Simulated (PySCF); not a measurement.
# Al2SiH4ClF (SMILES F[SiH]([AlH2])[AlH][Cl]) at 6 levels

We compute a comparison of 6 runs (HF/STO-3G, HF/def2-SVP, B3LYP/6-31G*, PBE0/def2-SVP, BP86/def2-SVPD, CCSD(T)/def2-SVP) of Al2SiH4ClF. The job is set up through a Python script.

The calculation is run with PySCF 2.14.0.

## 1. The structure to begin with

Al2SiH4ClF has 9 atoms, charge 0, and is taken as a singlet. SMILES: `F[SiH]([AlH2])[AlH][Cl]`. The shape is that of a PBE0-D4/def2-TZVP optimisation. This is one conformer, not always the lowest.

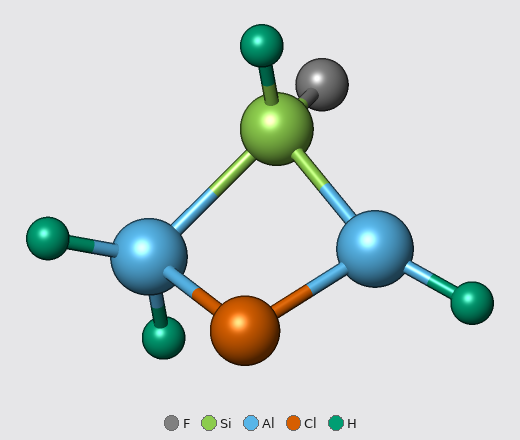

Viewed from a chosen angle; fluorine grey, silicon green, aluminium blue, chlorine orange, hydrogen teal.

## 2. Energy and gradient at HF/STO-3G (run 1)

job.py reads:

```python
import pyscf.grad
from pyscf import gto, scf

molecule = gto.M(
    atom='''
F     -0.480935    -3.174740     4.012455
Si    -0.103368    -0.576177     2.461179
Al     2.866904    -0.222043    -1.158969
Al    -3.361823     0.494730    -0.604145
Cl    -0.597909     2.283167    -3.199306
H     -0.037039     1.516316     4.356953
H      5.072592     1.806578    -1.116450
H      2.900919    -2.621995    -2.962902
H     -6.091910     0.406858    -1.821318
''',
    unit='bohr',
    basis='sto-3g',
    verbose=4,
    max_memory=1860,
    charge=0,
)

mf = scf.RHF(molecule)
mf.conv_tol = 1e-10
mf.kernel()
if not mf.converged:
    mf = mf.newton().run(mf.mo_coeff, mf.mo_occ)

e_final = mf.e_tot
print('E(%s) = %.9f' % ('HF', e_final))
grad = mf.Gradients().kernel()
dip = mf.dip_moment()
pop, q = mf.mulliken_pop()
```

The run is started by

```
$ OMP_NUM_THREADS=1 python job.py
```

Standard output:

```text
PySCF version 2.14.0

[... 63 lines left out ...]
converged SCF energy = -1318.67609408998
[... 12 lines left out ...]
Dipole moment(X, Y, Z, Debye): -2.85182, -0.34146,  1.47010
[... 55 lines left out ...]
charge of    8H =     -0.23851
```

Run time: 3.6 s. Hardware: 1 thread of Intel Xeon at 2.70GHz, shared host; peak memory 0.12 GiB.

## 3. Energy and forces at HF/def2-SVP (run 2)

input.xyz reads:

```xyz
9
Al2ClFH4Si
F     -0.254500    -1.680000     2.123300
Si    -0.054700    -0.304900     1.302400
Al     1.517100    -0.117500    -0.613300
Al    -1.779000     0.261800    -0.319700
Cl    -0.316400     1.208200    -1.693000
H     -0.019600     0.802400     2.305600
H      2.684300     0.956000    -0.590800
H      1.535100    -1.387500    -1.567900
H     -3.223700     0.215300    -0.963800
```

job.py reads:

```python
import pyscf.grad
from pyscf import gto

mol = gto.M(
    atom='input.xyz',
    verbose=4,
    max_memory=1860,
    basis='def2-svp',
    spin=0,
)

myscf = mol.RHF()
myscf.conv_tol = 1e-10
myscf.kernel()
if not myscf.converged:
    myscf = myscf.newton().run(myscf.mo_coeff, myscf.mo_occ)

e_tot = myscf.e_tot
print('Final energy', e_tot)
grad = myscf.Gradients().kernel()
dip = myscf.dip_moment()
pop, q = myscf.mulliken_pop()
```

The run is started by

```
$ OMP_NUM_THREADS=1 python job.py
```

Standard output:

```text
PySCF version 2.14.0

[... 67 lines left out ...]
converged SCF energy = -1333.66544167516
Final energy -1333.6654416751576
[... 11 lines left out ...]
Dipole moment(X, Y, Z, Debye): -2.68021,  1.19404, -0.03985
[... 116 lines left out ...]
charge of    8H =     -0.18696
```

It took 19 s on 1 thread of Intel Xeon at 2.70GHz, shared host; peak memory 0.24 GiB.

Runs 3 to 5 aren't shown in full; the table further down has their settings and results.

## 4. The energy at CCSD(T)/def2-SVP (run 6)

mol.xyz reads:

```xyz
9

F     -0.254500    -1.680000     2.123300
Si    -0.054700    -0.304900     1.302400
Al     1.517100    -0.117500    -0.613300
Al    -1.779000     0.261800    -0.319700
Cl    -0.316400     1.208200    -1.693000
H     -0.019600     0.802400     2.305600
H      2.684300     0.956000    -0.590800
H      1.535100    -1.387500    -1.567900
H     -3.223700     0.215300    -0.963800
```

job.py reads:

```python
# F[SiH]([AlH2])[AlH][Cl]
from pyscf import gto, scf, cc

system = gto.Mole()
system.atom = 'mol.xyz'
system.basis = 'def2-svp'
system.max_memory = 1860
system.verbose = 4
system.build()

mf = scf.RHF(system)
mf.conv_tol = 1e-10
mf.kernel()
if not mf.converged:
    mf = mf.newton().run(mf.mo_coeff, mf.mo_occ)

mycc = cc.CCSD(mf, frozen=21)
mycc.kernel()
e_t = mycc.ccsd_t()
e_final = mycc.e_tot + e_t
print('E(%s) = %.9f' % ('CCSD(T)', e_final))
mf.analyze()
```

The run is started by

```
$ OMP_NUM_THREADS=1 python job.py
```

Standard output:

```text
PySCF version 2.14.0

[... 112 lines left out ...]
MO #6   energy= -10.5884212242647  occ= 2
[... 19 lines left out ...]
MO #26  energy= -0.656699676583923 occ= 2
[... 19 lines left out ...]
MO #46  energy= 0.274016569594906  occ= 0
[... 19 lines left out ...]
MO #66  energy= 0.738199903708015  occ= 0
[... 19 lines left out ...]
MO #86  energy= 1.56792982157155   occ= 0
[... 19 lines left out ...]
MO #106 energy= 3.93420720482211   occ= 0
[... 118 lines left out ...]
Dipole moment(X, Y, Z, Debye): -2.68021,  1.19404, -0.03985
```

It took 38 s on 1 thread of Intel Xeon at 2.70GHz, shared host; peak memory 0.6 GiB.

## 5. The series

| run | level | integration grid | task | energy (Eh) | dipole moment (D) of the reference | HOMO energy (eV) | LUMO energy (eV) | wall time |
| --- | --- | --- | --- | --- | --- | --- | --- | --- |
| 1 | HF/STO-3G | – | gradient | -1318.676094 | 3.23 | -5.76 | 7.12 | 3.6 s |
| 2 | HF/def2-SVP | – | gradient | -1333.665442 | 2.93 | -9.13 | 0.29 | 19 s |
| 3 | B3LYP/6-31G* (spherical functions) | 5 | gradient | -1336.898613 | 2.40 | -6.60 | -2.60 | 54 s |
| 4 | PBE0/def2-SVP | 5 | gradient | -1335.828248 | 2.59 | -6.86 | -2.53 | 52 s |
| 5 | BP86/def2-SVPD | 5 | gradient | -1336.557151 | 2.38 | -6.01 | -3.34 | 98 s |
| 6 | CCSD(T)/def2-SVP | – | energy | -1334.270521 | 2.93 | -9.13 | 0.29 | 38 s |

## 6. Results

| quantity | value |
| --- | --- |
| run 6: total energy | -1334.27052 Eh |
| run 6: dipole moment (Hartree–Fock density) | 2.93 D |
| run 6: HOMO energy (Hartree–Fock orbitals) | -9.13 eV |
| run 6: LUMO energy (Hartree–Fock orbitals) | 0.29 eV |
| run 6: HOMO–LUMO gap (Hartree–Fock orbitals) | 9.42 eV |
| run 6: correlation energy (21 core orbitals frozen) | -605.1 mEh |
| run 6: (T) correction | -13.16 mEh |
| run 6: T1 diagnostic | 0.013 |

What this shows: Over runs 1, 2, 3, 4, 5 the dipole moment (its size) runs from 2.38 D (BP86/def2-SVPD) to 3.23 D (HF/STO-3G). The two ends differ in method and basis. Over runs 1, 2, 3, 4, 5 the HOMO–LUMO gap runs from 2.67 eV (BP86/def2-SVPD) to 12.88 eV (HF/STO-3G). Totals of different functionals can't be ranked against each other. In run 1 the basis is minimal, so the values are rough. All runs together took 4.4 min, the longest 98 s.
